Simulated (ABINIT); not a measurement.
**Quasiparticle gap of LiCaH3 (R-3c) in ABINIT**

How does a plane-wave GW calculation on LiCaH3 (R-3c) run from the first input to the gap?

Calculated with ABINIT 10.8.3; LDA and many-body steps on it, plane waves.

**1. The starting structure**

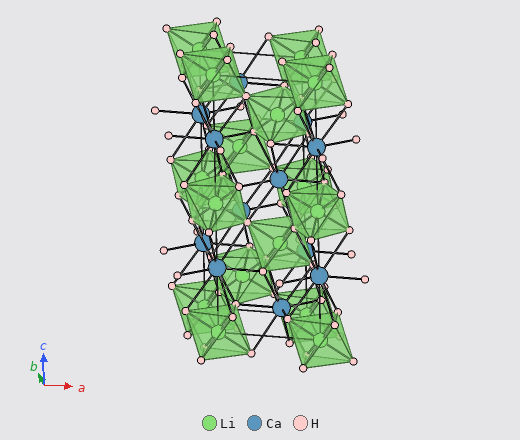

The cell as given, slightly off an axis (lithium green, calcium blue, hydrogen pink). This picture shows the conventional cell, with its axes. Some periodic images of atoms are drawn too.

As a file:

```cif
data_structure
_symmetry_space_group_name_H-M 'P 1'
_symmetry_Int_Tables_number 1
_cell_length_a 5.1197
_cell_length_b 5.1197
_cell_length_c 5.1197
_cell_angle_alpha 61.185
_cell_angle_beta 61.185
_cell_angle_gamma 61.185
_cell_volume 97.42
loop_
_atom_site_label
_atom_site_type_symbol
_atom_site_fract_x
_atom_site_fract_y
_atom_site_fract_z
_atom_site_occupancy
Li1 Li 0.00000 0.00000 0.00000 1
Li2 Li 0.50000 0.50000 0.50000 1
Ca3 Ca 0.25000 0.25000 0.25000 1
Ca4 Ca 0.75000 0.75000 0.75000 1
H5 H 0.69843 0.80157 0.25000 1
H6 H 0.25000 0.69843 0.80157 1
H7 H 0.80157 0.25000 0.69843 1
H8 H 0.75000 0.30157 0.19843 1
H9 H 0.19843 0.75000 0.30157 1
H10 H 0.30157 0.19843 0.75000 1
```

The cell and positions are those that the Materials Project relaxed with its own functionals (PBE, PBE+U or r2SCAN), kept fixed.

**2. Ground state**

This step: ABINIT 10.8.3; DFT, LDA, plane waves, norm-conserving pseudopotentials.

The ground-state density comes first.

Contents of run.abi:

```
acell 3*1.0 Angstrom
rprim 
  2.605565885003 1.504324165098 4.142435874900
  -2.605565885003 1.504324165098 4.142435874900
  -0.000000000000 -3.008648330196 4.142435874900
ntypat 3
znucl 3 20 1
natom 10
typat 1 1 2 2 3 3 3 3 3 3
xred 
  0.000000000000 0.000000000000 0.000000000000
  0.500000000000 0.500000000000 0.500000000000
  0.250000000000 0.250000000000 0.250000000000
  0.750000000000 0.750000000000 0.750000000000
  0.698431000000 0.801569000000 0.250000000000
  0.250000000000 0.698431000000 0.801569000000
  0.801569000000 0.250000000000 0.698431000000
  0.750000000000 0.301569000000 0.198431000000
  0.198431000000 0.750000000000 0.301569000000
  0.301569000000 0.198431000000 0.750000000000
pp_dirpath "pseudos"
pseudos "Li.upf, Ca.upf, H.upf"
ecut 33
ngkpt 6 6 6
nshiftk 1
shiftk 0 0 0
kptopt 1
chksymbreak 0
nband 25
occopt 1
tolvrs 1e-10
nstep 60
prtwf 0
optforces 0
optstress 0
indata_prefix "in"
outdata_prefix "out"
tmpdata_prefix "tmp"
```

Launch:

```bash
> OMP_NUM_THREADS=1 mpirun -n 4 abinit run.abi > log
```

Numbers of over 12 decimals in the logs are rounded to 6 here.

The program printed:

```text
.Version 10.8.3 of ABINIT. v10.8.2 released Aug 2026.

 Symmetries : space group R-3 c (#167); Bravais hR (rhombohedral)
================================================================================
 Values of the parameters that define the memory need of the present run
     intxc =       0    ionmov =       0      iscf =       7    lmnmax =       6
     lnmax =       6     mgfft =      54  mpssoang =       3    mqgrid =    3001
     natom =      10  nloc_mem =       1    nspden =       1   nspinor =       1
    nsppol =       1      nsym =      12    n1xccc =    2501    ntypat =       3
    occopt =       1   xclevel =       1
-    mband =          25        mffmem =           1         mkmem =           8
       mpw =        5976          nfft =      157464          nkpt =          32
================================================================================
  Rough estimation (10% accuracy) of disk space for files :
================================================================================

--------------------------------------------------------------------------------
------------- Echo of variables that govern the present computation ------------
--------------------------------------------------------------------------------
 -outvars: echo values of preprocessed input variables --------
            acell      1.8897261259E+00  1.8897261259E+00  1.8897261259E+00 Bohr

      chksymbreak           0
             ecut      3.30000000E+01 Hartree
-          fftalg         312

              ixc       -1012
              kpt      0.00000000E+00  0.00000000E+00  0.00000000E+00
                       1.66666667E-01  0.00000000E+00  0.00000000E+00
                       3.33333333E-01  0.00000000E+00  0.00000000E+00
                       5.00000000E-01  0.00000000E+00  0.00000000E+00
                       1.66666667E-01  1.66666667E-01  0.00000000E+00
                       3.33333333E-01  1.66666667E-01  0.00000000E+00
                       5.00000000E-01  1.66666667E-01  0.00000000E+00
                      -3.33333333E-01  1.66666667E-01  0.00000000E+00
                      -1.66666667E-01  1.66666667E-01  0.00000000E+00
   [... 21 further rows ...]
                      -3.33333333E-01  5.00000000E-01  3.33333333E-01
                       5.00000000E-01  5.00000000E-01  5.00000000E-01
         kptrlatt        6    0    0      0    6    0      0    0    6
          kptrlen      5.80494409E+01
P           mkmem           8
            natom          10
            nband          25
            ngfft          54      54      54
             nkpt          32
            nstep          60
             nsym          12
           ntypat           3
              occ      2.000000  2.000000  2.000000  2.000000  2.000000  2.000000
                       2.000000  2.000000  2.000000  2.000000  2.000000  2.000000
                       2.000000  2.000000  2.000000  2.000000  0.000000  0.000000
                       0.000000  0.000000  0.000000  0.000000  0.000000  0.000000
                       0.000000
        optforces           0
        optstress           0
            prtwf           0
            rprim      2.6055658850E+00  1.5043241651E+00  4.1424358749E+00
[...]
spgroup         167

           tolvrs      1.00000000E-10

             xred      0.0000000000E+00  0.0000000000E+00  0.0000000000E+00
[...]
znucl        3.00000   20.00000    1.00000

================================================================================

 chkinp: Checking input parameters for consistency.

================================================================================
== DATASET  1 ==================================================================
-   mpi_nproc: 4, omp_nthreads: 1 (-1 if OMP is not activated)

--- !DatasetInfo
iteration_state: {dtset: 1, }
dimensions: {natom: 10, nkpt: 32, mband: 25, nsppol: 1, nspinor: 1, nspden: 1, mpw: 5976, }
cutoff_energies: {ecut:  33.0, pawecutdg:  -1.0, }
electrons: {nelect:   3.20000000E+01, charge:   0.00000000E+00, occopt:   1.00000000E+00, tsmear:   1.00000000E-02, }

 Real(R)+Recip(G) space primitive vectors, cartesian coordinates (Bohr,Bohr^-1):
 R(1)=  4.9238059  2.8427607  7.8280693  G(1)=  0.1015475  0.0586285  0.0425818
 R(2)= -4.9238059  2.8427607  7.8280693  G(2)= -0.1015475  0.0586285  0.0425818
 R(3)=  0.0000000 -5.6855214  7.8280693  G(3)=  0.0000000 -0.1172569  0.0425818
 Unit cell volume ucvol=  6.5742640E+02 bohr^3
 Angles (23,13,12)=  6.11845567E+01  6.11845567E+01  6.11845567E+01 degrees

 getcut: wavevector=  0.0000  0.0000  0.0000  ngfft=  54  54  54
         ecut(hartree)=     33.000   => boxcut(ratio)=   2.15837

--- Pseudopotential description ------------------------------------------------
- Li Generated using ONCVPSP code by D. R. Hamann
-  3.00000   3.00000  180309                  znucl, zion, pspdat
12 -1012 1 -1 1944                            pspcod,pspxc,lmax,lloc,mmax
     nproj     2     2     0
  pspatm : epsatm=    2.61415252
         --- l  ekb(1:nproj) -->
[...]
pspatm: atomic psp has been read  and splines computed

- Ca Generated using ONCVPSP code by D. R. Hamann
- 20.00000  10.00000  180309                  znucl, zion, pspdat
12 -1012 2 -1 1724                            pspcod,pspxc,lmax,lloc,mmax
     nproj     2     2     2
  pspatm : epsatm=   12.51424511
         --- l  ekb(1:nproj) -->
[...]
pspatm: atomic psp has been read  and splines computed

- H Generated using ONCVPSP code by D. R. Hamann
-  1.00000   1.00000  180309                  znucl, zion, pspdat
12 -1012 1 -1 1180                            pspcod,pspxc,lmax,lloc,mmax
     nproj     2     1     0
  pspatm : epsatm=    0.35439867
         --- l  ekb(1:nproj) -->
[...]
1   -0.275071
 pspatm: atomic psp has been read  and splines computed

   1.03626199E+03                                ecore*ucvol(ha*bohr**3)
--------------------------------------------------------------------------------

_setup2: Arith. and geom. avg. npw (full set) are    5952.310    5952.298

================================================================================

--- !BeginCycle
iteration_state: {dtset: 1, }
solver: {iscf: 7, nstep: 60, nline: 4, wfoptalg: 0, }
tolerances: {tolvrs: 1.00E-10, }

     iter   Etot(hartree)      deltaE(h)  residm     vres2
 ETOT  1  -95.147394895645    -9.515E+01 6.100E-02 3.937E+02
 ETOT  2  -95.229558757755    -8.216E-02 2.386E-02 7.762E+00
 ETOT  3  -95.230904367825    -1.346E-03 1.521E-02 1.013E+00
 ETOT  4  -95.230983868308    -7.950E-05 4.155E-03 2.458E-02
 ETOT  5  -95.230986358185    -2.490E-06 1.474E-03 4.538E-04
 ETOT  6  -95.230986398908    -4.072E-08 1.292E-03 1.845E-06
 ETOT  7  -95.230986399173    -2.649E-10 1.106E-03 6.058E-08
 ETOT  8  -95.230986399182    -8.953E-12 1.095E-03 1.592E-09
 ETOT  9  -95.230986399181     1.279E-13 1.619E-03 3.736E-11

 At SCF step    9       vres2   =  3.74E-11 < tolvrs=  1.00E-10 =>converged.

--- !ResultsGS
iteration_state: {dtset: 1, }
comment   : Summary of ground state results
lattice_vectors:
- [  4.9238059,   2.8427607,   7.8280693, ]
- [ -4.9238059,   2.8427607,   7.8280693, ]
- [ -0.0000000,  -5.6855214,   7.8280693, ]
lattice_lengths: [   9.67491,    9.67491,    9.67491, ]
lattice_angles: [ 61.185,  61.185,  61.185, ] # degrees, (23, 13, 12)
lattice_volume:   6.5742640E+02
convergence: {deltae:  1.279E-13, res2:  3.736E-11, residm:  1.619E-03, diffor:  0.000E+00, }
etotal    :  -9.52309864E+01
entropy   :   0.00000000E+00
fermie    :   1.10810301E-01
cartesian_stress_tensor: null
pressure_GPa: null
xred      :
- [  0.0000E+00,   0.0000E+00,   0.0000E+00, Li]
- [  5.0000E-01,   5.0000E-01,   5.0000E-01, Li]
- [  2.5000E-01,   2.5000E-01,   2.5000E-01, Ca]
- [  7.5000E-01,   7.5000E-01,   7.5000E-01, Ca]
- [  6.9843E-01,   8.0157E-01,   2.5000E-01,  H]
- [  2.5000E-01,   6.9843E-01,   8.0157E-01,  H]
- [  8.0157E-01,   2.5000E-01,   6.9843E-01,  H]
- [  7.5000E-01,   3.0157E-01,   1.9843E-01,  H]
- [  1.9843E-01,   7.5000E-01,   3.0157E-01,  H]
- [  3.0157E-01,   1.9843E-01,   7.5000E-01,  H]
cartesian_forces: null
force_length_stats: {min: null, max: null, mean: null, }

 Integrated electronic density in atomic spheres:
 ------------------------------------------------
 Atom  Sphere_radius  Integrated_density
[...]
================================================================================

 ----iterations are completed or convergence reached----

 Mean square residual over all n,k,spin=   90.536E-07; max=  16.192E-04
 reduced coordinates (array xred) for   10 atoms
[...]
0.250000000000      0.698431000000      0.801569000000
       0.801569000000      0.250000000000      0.698431000000
       0.750000000000      0.301569000000      0.198431000000
       0.198431000000      0.750000000000      0.301569000000
       0.301569000000      0.198431000000      0.750000000000
 rms dE/dt=  0.0000E+00; max dE/dt=  0.0000E+00; dE/dt below (all hartree)
    1       0.000000000000      0.000000000000      0.000000000000
    2       0.000000000000      0.000000000000      0.000000000000
    3       0.000000000000      0.000000000000      0.000000000000
    4       0.000000000000      0.000000000000      0.000000000000
    5       0.000000000000      0.000000000000      0.000000000000
    6       0.000000000000      0.000000000000      0.000000000000
    7       0.000000000000      0.000000000000      0.000000000000
    8       0.000000000000      0.000000000000      0.000000000000
    9       0.000000000000      0.000000000000      0.000000000000
   10       0.000000000000      0.000000000000      0.000000000000

 cartesian coordinates (angstrom) at end:
[...]
6     -1.168417    -0.984892     7.249263
    7      1.437149    -0.519433     7.249263
    8      1.168417     0.984892     5.178045
    9     -1.437149     0.519433     5.178045
   10      0.268733    -1.504324     5.178045
 length scales=  1.889726125908  1.889726125908  1.889726125908 bohr
              =  1.000000000000  1.000000000000  1.000000000000 angstroms
 prteigrs : about to open file out_EIG
 Fermi (or HOMO) energy (hartree) =   0.11081   Average Vxc (hartree)=  -0.35096
 Eigenvalues (hartree) for nkpt=  32  k points:
 kpt#   1, nband= 25, wtk=  0.00463, kpt=  0.0000  0.0000  0.0000 (reduced coord)
  -1.47658   -1.47640   -1.34685   -1.34546   -0.66008   -0.66002   -0.66002   -0.65573
  -0.65525   -0.65525   -0.11952    0.00100    0.00100    0.01010    0.07951    0.07951
   0.26403    0.26403    0.29574    0.30507    0.30507    0.31451    0.31540    0.31720
   0.32576
 prteigrs : prtvol=0 or 1, do not print more k-points.

--- !EnergyTerms
iteration_state     : {dtset: 1, }
comment             : Components of total free energy in Hartree
kinetic             :  4.01169714538121E+01
hartree             :  1.99605072696219E+01
xc                  : -1.98590165936125E+01
Ewald energy        : -5.87299963757769E+01
psp_core            :  1.57624031677866E+00
local_psp           : -7.50455040235374E+01
non_local_psp       : -3.25018844646745E+00
total_energy        : -9.52309863991815E+01
total_energy_eV     : -2.59136715349389E+03
band_energy         : -1.90777043861369E+01

== END DATASET(S) ==============================================================
================================================================================

 -outvars: echo values of variables after computation  --------
           etotal     -9.5230986399E+01
            nband          25
             nkpt          32
          spgroup         167
 [... the other variables as echoed above ...]

 Calculation completed.
```

Wall time 82 s (4 MPI ranks of Arm Neoverse N1, shared host); peak memory 0.46 GiB; 5.4 min of CPU time.

This step gave:

| Item | Value |
| --- | --- |
| total energy | -2591.3672 eV |
| gap | 2.278 eV |
| k of the valence top | 0.5, 0.5, 0 |
| k of the conduction bottom | -0.3333, -0.3333, 0.1667 |
| least direct gap | 2.318 eV |

The gap is indirect, with the least direct gap 0.04 eV higher.

(Part 1 of 3 ends here.)

[Paths, hosts, dates, memory and timing lines, banners, echoed tables and standing remarks are left out of the program output.]

[Logs are printed without paths, hosts, clocks, repeated set-up lines and the standing remarks that a program may print on its own settings, such as how far it seeks lower states.]

[Runs of the session that timed out or met a known fault of the program may be left out.]

[Hosts, paths, dates, database ids (printed as entryN), source tags and the programs' standing remarks are cut or masked in the printed files.]

[G0W0 gaps are taken among the corrected bands and points alone; a level outside them can change the order at an edge.]

[Where Ansatz stands beside ABINIT at settings called matched, ABINIT's density can come from a denser mesh and the files from another edition; pairs whose starting gaps differed by over 0.03 eV were left out, so agreement reads better than it is.]
